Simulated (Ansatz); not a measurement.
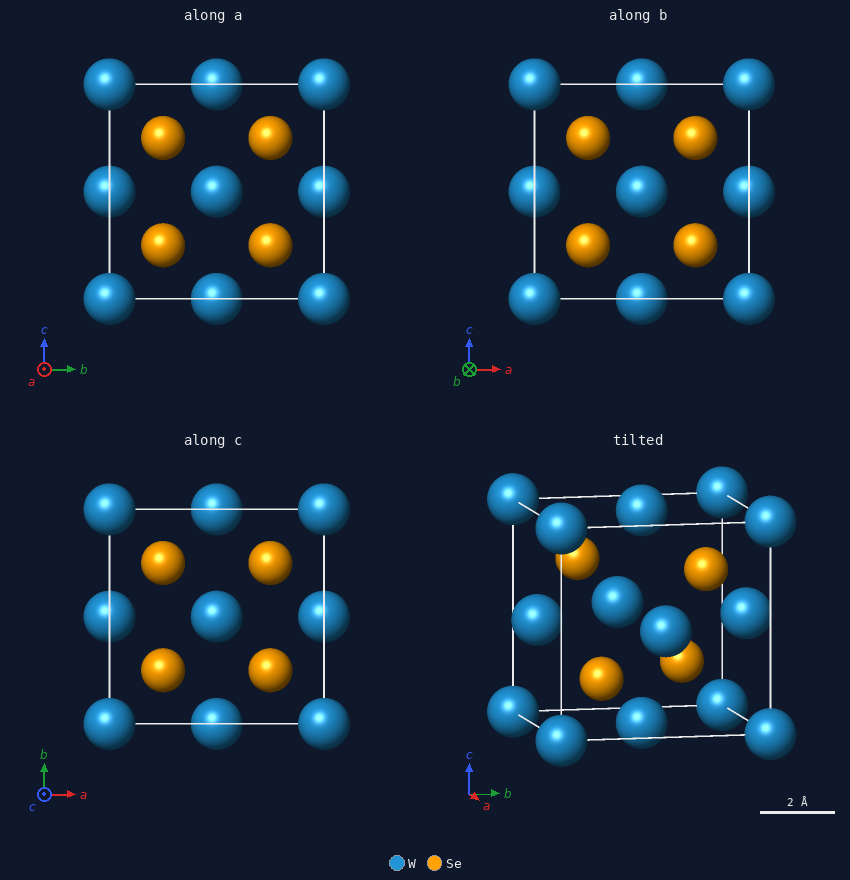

Spheres-only drawing of the structure, looking along the a axis, along the b axis, along the c axis and slightly off an axis. The conventional unit cell is outlined; an atom on or near a face, edge or corner is repeated at each equivalent position.

Lattice parameters: a = 5.861 Å, b = 5.861 Å, c = 5.861 Å, α = 90.00°, β = 90.00°, γ = 90.00°.

**Reconstruct the structure as a table of Wyckoff sites.**

Space group F-43m (No. 216).
```tsv
atom	site	x	y	z
W	4a	0.0000	0.0000	0.0000
Se	4d	0.2500	0.2500	0.7500
```

Origin of the cell: a structure type filled with these elements by a generator (whether the compound takes this form wasn't checked). Earlier steps of the study may have refined or changed the cell and positions. It was run through Ansatz as a DFT input.

At this level of theory the cell isn't at rest (stretched, at -11 GPa), so its distances can differ from those at equilibrium, the more so the softer the solid.
